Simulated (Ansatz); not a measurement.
TaH3Cl4O2: geometry relaxation (part 2 of 2)

The same run, continued: TaH3Cl4O2; RHF/def2-SVP (Ansatz 0.2.0). It belongs to a series of runs on one base structure; here: end point A relaxed.

Geometry of the input (Å):
```
Ta -0.2967  0.1469  0.3206
Cl 2.1152  0.5015  0.4900
Cl -0.3187  0.1800  2.6632
Cl 0.1309  -0.6463  -1.8585
O  -0.9585  1.7888  -0.0387
H  -1.3340  2.6472  -0.1654
Cl -2.1876  -1.2178  0.3750
O  1.3070  -2.5595  0.9173
H  1.3735  -3.1594  0.1875
H  2.1270  -2.0403  0.9112
```

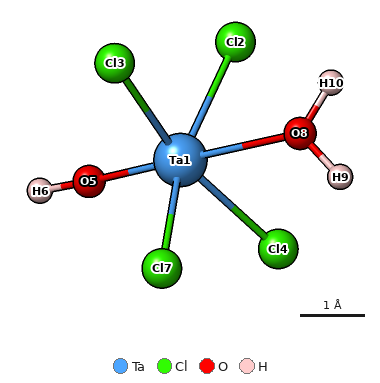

**Figure 1.** The geometry at step 5 of the log (ball-and-stick view, seen at a tilt; atoms are numbered from 1 in the order of the input).

**Output, continued**
```
relax step   9: F+E_penalty+E_count = -55660.25788322 eV  Δ(F+E_penalty+E_count) = +1.240e-3 eV  max|allowed force component| = 3.328e-1 eV/Å  Δτ_max = 0.0651 Å  (40 SCF iters, rejected (line search))
these checks for a lower state are left out or cut short: starts, cluster_reference, orbital_swaps, neighbouring_geometries, increment
1481 factors; integrals over basis functions are off by at most 3.3e-4 eV
mean field -55660.26061987 eV, -2045.4768499004 hartree, gradient 1.7e-5 eV, S^2 0.000000; 0 other end points of the search recorded, 0 dependent functions left out
the calculation of the forces begins
reference -55660.26061987 eV, -2045.4768499004 hartree; 50, 50 occupied and 97, 97 virtual orbitals, 1481 factors
relax step  10: F+E_penalty+E_count = -55660.26061987 eV  Δ(F+E_penalty+E_count) = -1.497e-3 eV  max|allowed force component| = 7.681e-2 eV/Å  Δτ_max = 0.0317 Å  (41 SCF iters, accepted)
these checks for a lower state are left out or cut short: starts, cluster_reference, orbital_swaps, neighbouring_geometries, increment
1481 factors; integrals over basis functions are off by at most 3.2e-4 eV
mean field evaluation 96: about -55659.9082 eV, gradient 4.8e-2 eV
mean field -55660.26192116 eV, -2045.4768977222 hartree, gradient 1.7e-5 eV, S^2 0.000000; 0 other end points of the search recorded, 0 dependent functions left out
the calculation of the forces begins
reference -55660.26192116 eV, -2045.4768977222 hartree; 50, 50 occupied and 97, 97 virtual orbitals, 1481 factors
relax step  11: F+E_penalty+E_count = -55660.26192116 eV  Δ(F+E_penalty+E_count) = -1.301e-3 eV  max|allowed force component| = 1.451e-2 eV/Å  Δτ_max = 0.0615 Å  (40 SCF iters, accepted)
1481 factors; integrals over basis functions are off by at most 3.2e-4 eV
mean field -55660.26192116 eV, -2045.4768977222 hartree, gradient 1.7e-5 eV, S^2 0.000000; 1 other end points of the search recorded, 0 dependent functions left out
the calculation of the forces begins
reference -55660.26192116 eV, -2045.4768977222 hartree; 50, 50 occupied and 97, 97 virtual orbitals, 1481 factors
Total energy: -55660.26192116 eV, -2045.4768977222 hartree
Atom 0 at    -0.028414    -0.029278     0.335690 Å, force    -0.004876     0.011261     0.008529 eV/Å
Atom 1 at     2.225063     0.713632     0.485886 Å, force     0.002276    -0.000849     0.000214 eV/Å
Atom 2 at    -0.190013     0.093747     2.700479 Å, force    -0.000085    -0.003258     0.001740 eV/Å
Atom 3 at     0.341993    -0.533577    -1.964018 Å, force     0.000255     0.002174    -0.004334 eV/Å
Atom 4 at    -0.882332     1.542380     0.024799 Å, force     0.000048     0.000240    -0.005449 eV/Å
Atom 5 at    -1.324903     2.357899    -0.144330 Å, force     0.000777    -0.001145    -0.001214 eV/Å
Atom 6 at    -1.862840    -1.540490     0.320868 Å, force     0.000774    -0.004152     0.000271 eV/Å
Atom 7 at     1.051030    -2.010499     0.707866 Å, force     0.006422    -0.014510    -0.002951 eV/Å
Atom 8 at     0.631190    -2.858495     0.623192 Å, force    -0.002841     0.007381     0.005794 eV/Å
Atom 9 at     1.997326    -2.094219     0.711868 Å, force    -0.002751     0.002858    -0.002600 eV/Å
Dipole moment:     0.160494    -0.286496    -0.022439 e Å
```

**Trajectory as extended XYZ (Å, eV, eV/Å), 11 frames, from step=1 to step=11**
```
10
Properties=species:S:1:pos:R:3:forces:R:3 step=1 energy=-55659.55626
Ta   -0.2967    0.1469    0.3206    1.0495  -0.3402   0.1993
Cl    2.1152    0.5015    0.4900   -0.7814   0.0774  -0.0978
Cl   -0.3187    0.1800    2.6632   -0.0054   0.0025  -0.0115
Cl    0.1309   -0.6463   -1.8585   -0.0017   0.0015   0.0090
O    -0.9585    1.7888   -0.0387   -0.0079   0.0212  -0.0113
H    -1.3340    2.6472   -0.1654    0.0162  -0.0347   0.0006
Cl   -2.1876   -1.2178    0.3750    0.0018   0.0028  -0.0091
O     1.3070   -2.5595    0.9173    0.7199   1.0737  -0.1276
H     1.3735   -3.1594    0.1875    0.0055   0.0193   0.0142
H     2.1270   -2.0403    0.9112   -0.9967  -0.8234   0.0341
10
Properties=species:S:1:pos:R:3:forces:R:3 step=2 energy=-55659.67949
Ta   -0.2430    0.1117    0.3360    0.0840  -0.2892  -0.1251
Cl    2.0702    0.5448    0.4763    0.3134   0.2790   0.0128
Cl   -0.3046    0.1697    2.6745    0.0107  -0.0367   0.2339
Cl    0.1469   -0.6586   -1.8567    0.0144  -0.0425  -0.1974
O    -0.9323    1.7470   -0.0299    0.0300   0.0223   0.0227
H    -1.3199    2.6010   -0.1599    0.0654  -0.1535   0.0170
Cl   -2.1607   -1.2231    0.3772   -0.1117  -0.1643   0.0289
O     1.2164   -2.4132    0.8253    2.0291   0.0397  -0.5775
H     1.3477   -3.1511    0.2139   -0.5908   0.7973   0.5924
H     2.1374   -2.0870    0.9455   -1.8444  -0.4521  -0.0077
10
Properties=species:S:1:pos:R:3:forces:R:3 step=3 energy=-55659.86884
Ta   -0.1814    0.0399    0.3311    0.3509  -0.2258  -0.0181
Cl    2.1151    0.6347    0.4702    0.0858   0.1304  -0.0434
Cl   -0.2727    0.1208    2.6782    0.0683  -0.0427   0.1728
Cl    0.1673   -0.6839   -1.8918    0.0611  -0.0078  -0.1232
O    -0.8929    1.6713   -0.0180   -0.0067  -0.0830   0.0094
H    -1.2922    2.5208   -0.1403    0.0784  -0.1590   0.0183
Cl   -2.1163   -1.2833    0.3876   -0.0907  -0.1822  -0.0175
O     1.1404   -2.2430    0.7676    2.4600  -0.4489  -0.1370
H     1.1912   -3.0447    0.2240   -0.6046   1.0287   0.4847
H     2.0996   -2.0914    0.9937   -2.4024  -0.0098  -0.3459
10
Properties=species:S:1:pos:R:3:forces:R:3 step=4 energy=-55660.08641
Ta   -0.1276   -0.0218    0.3328    0.4873  -0.1536   0.1434
Cl    2.1722    0.6623    0.4653   -0.1560   0.0179  -0.0665
Cl   -0.2260    0.0720    2.6862    0.0717   0.0090   0.1247
Cl    0.2084   -0.7107   -1.9080    0.0819  -0.0152  -0.1214
O    -0.8636    1.6005   -0.0091   -0.0527   0.0010  -0.0042
H    -1.2741    2.4447   -0.1279    0.0870  -0.1463   0.0116
Cl   -2.0691   -1.3440    0.3896   -0.0749  -0.1662  -0.0428
O     1.0686   -2.1265    0.7651    1.9268  -0.3700  -0.0959
H     1.0443   -2.9167    0.2107   -0.3490   0.8051   0.3999
H     2.0249   -2.0186    0.9975   -2.0221   0.0182  -0.3490
10
Properties=species:S:1:pos:R:3:forces:R:3 step=5 energy=-55660.21718
Ta   -0.0653   -0.0441    0.3593   -0.1215   0.5093  -0.2131
Cl    2.1887    0.7508    0.4536   -0.0449  -0.1397   0.0096
Cl   -0.1435    0.0878    2.7131    0.0027  -0.0168   0.0865
Cl    0.3170   -0.6971   -1.8986    0.0094  -0.0075  -0.0727
O    -0.8688    1.5570   -0.0059    0.1406  -0.4567   0.1568
H    -1.2971    2.3878   -0.1401    0.0466  -0.0653  -0.0100
Cl   -1.9721   -1.4391    0.3891   -0.0351  -0.0344  -0.0088
O     1.0045   -2.0753    0.7541    0.4919  -0.1980  -0.0954
H     0.8573   -2.8461    0.2050   -0.0657   0.3951   0.2156
H     1.9374   -2.0407    0.9726   -0.4239   0.0139  -0.0686
10
Properties=species:S:1:pos:R:3:forces:R:3 step=6 energy=-55660.21871
Ta   -0.0551   -0.0286    0.3454    0.5807  -1.0550   0.1753
Cl    2.2188    0.6936    0.4554   -0.0172   0.0732  -0.0119
Cl   -0.1379    0.0920    2.7063   -0.0467   0.0652   0.0892
Cl    0.3152   -0.6423   -1.9279    0.0041   0.0159  -0.0859
O    -0.8728    1.5263    0.0055   -0.5883   1.1789  -0.1730
H    -1.3068    2.3557   -0.1326    0.0705  -0.1361  -0.0042
Cl   -1.9239   -1.4825    0.3709   -0.0850   0.0008  -0.0148
O     1.0033   -2.0197    0.7447    0.3032  -0.4004  -0.0396
H     0.7849   -2.8211    0.2766   -0.0752   0.1782   0.1009
H     1.9324   -2.0324    0.9581   -0.1460   0.0794  -0.0360
10
Properties=species:S:1:pos:R:3:forces:R:3 step=7 energy=-55660.24055
Ta   -0.0452   -0.0335    0.3411    0.0992  -0.0560   0.0509
Cl    2.2172    0.7126    0.4593   -0.0286   0.0323  -0.0091
Cl   -0.1515    0.1001    2.7026   -0.0275   0.0115   0.0138
Cl    0.3458   -0.6437   -1.9347   -0.0296   0.0288   0.0309
O    -0.8887    1.5375    0.0113    0.0257   0.0988  -0.0353
H    -1.3307    2.3611   -0.1187    0.0118  -0.0247  -0.0085
Cl   -1.9347   -1.4643    0.3473    0.0586  -0.0678   0.0023
O     1.0363   -2.0270    0.7588   -0.1466  -0.3381  -0.1966
H     0.7309   -2.8355    0.3503    0.1028   0.2535   0.1852
H     1.9787   -2.0661    0.8849   -0.0658   0.0618  -0.0336
10
Properties=species:S:1:pos:R:3:forces:R:3 step=8 energy=-55660.25912
Ta   -0.0296   -0.0326    0.3406   -0.0351   0.0539   0.0016
Cl    2.2235    0.7139    0.4800    0.0161  -0.0087   0.0093
Cl   -0.1889    0.1132    2.7016   -0.0012  -0.0068   0.0168
Cl    0.3437   -0.5644   -1.9534    0.0089  -0.0089  -0.0112
O    -0.8782    1.5391    0.0158   -0.0059  -0.0008   0.0028
H    -1.3238    2.3575   -0.1296    0.0012   0.0014  -0.0096
Cl   -1.8713   -1.5331    0.3318   -0.0024  -0.0099   0.0013
O     1.0428   -2.0139    0.7353   -0.0394  -0.0928  -0.0456
H     0.6504   -2.8561    0.5322   -0.0131   0.0507   0.0384
H     1.9894   -2.0824    0.7480    0.0709   0.0219  -0.0038
10
Properties=species:S:1:pos:R:3:forces:R:3 step=9 energy=-55660.25788 accepted=F
Ta   -0.0330   -0.0242    0.3404    0.0964  -0.1634  -0.0410
Cl    2.2290    0.7011    0.4887   -0.0356   0.0354  -0.0002
Cl   -0.1853    0.0911    2.7056   -0.0171   0.0236  -0.0245
Cl    0.3491   -0.5584   -1.9545   -0.0235   0.0530   0.0229
O    -0.8862    1.5449    0.0172   -0.0018   0.0351   0.0208
H    -1.3281    2.3630   -0.1416    0.0008  -0.0044  -0.0091
Cl   -1.8633   -1.5416    0.3260    0.0024   0.0267   0.0093
O     1.0497   -2.0096    0.7090    0.1626   0.3328   0.0635
H     0.6263   -2.8476    0.5921    0.0091  -0.2421  -0.0178
H     2.0000   -2.0774    0.7194   -0.1931  -0.0966  -0.0239
10
Properties=species:S:1:pos:R:3:forces:R:3 step=10 energy=-55660.26062
Ta   -0.0299   -0.0300    0.3395   -0.0014   0.0010  -0.0088
Cl    2.2249    0.7118    0.4845    0.0013  -0.0003   0.0050
Cl   -0.1914    0.1094    2.7017    0.0007  -0.0068   0.0054
Cl    0.3449   -0.5571   -1.9559   -0.0016   0.0077  -0.0012
O    -0.8804    1.5411    0.0169   -0.0024   0.0019   0.0033
H    -1.3253    2.3590   -0.1329    0.0004   0.0015  -0.0090
Cl   -1.8677   -1.5366    0.3302    0.0029  -0.0011   0.0000
O     1.0473   -2.0127    0.7224   -0.0267  -0.0768  -0.0167
H     0.6412   -2.8582    0.5625    0.0343   0.0743   0.0328
H     1.9946   -2.0857    0.7335   -0.0076  -0.0013  -0.0109
10
Properties=species:S:1:pos:R:3:forces:R:3 step=11 energy=-55660.26192
Ta   -0.0284   -0.0293    0.3357   -0.0049   0.0113   0.0085
Cl    2.2251    0.7136    0.4859    0.0023  -0.0008   0.0002
Cl   -0.1900    0.0937    2.7005   -0.0001  -0.0033   0.0017
Cl    0.3420   -0.5336   -1.9640    0.0003   0.0022  -0.0043
O    -0.8823    1.5424    0.0248    0.0000   0.0002  -0.0054
H    -1.3249    2.3579   -0.1443    0.0008  -0.0011  -0.0012
Cl   -1.8628   -1.5405    0.3209    0.0008  -0.0042   0.0003
O     1.0510   -2.0105    0.7079    0.0064  -0.0145  -0.0030
H     0.6312   -2.8585    0.6232   -0.0028   0.0074   0.0058
H     1.9973   -2.0942    0.7119   -0.0028   0.0029  -0.0026
```

**Key numbers**

| quantity | value |
| --- | --- |
| outcome | converged |
| total energy | −55660.2619 eV |
| mean-field energy | −55660.2619 eV |
| largest force (length of the vector) at the end | 0.016 eV/Å |
| hardware | 4 threads of AMD EPYC (Zen 5), 32 GiB of memory available, shared host |
| wall time | 13 s (CPU time 46 s) |
| peak memory | 0.49 GiB |
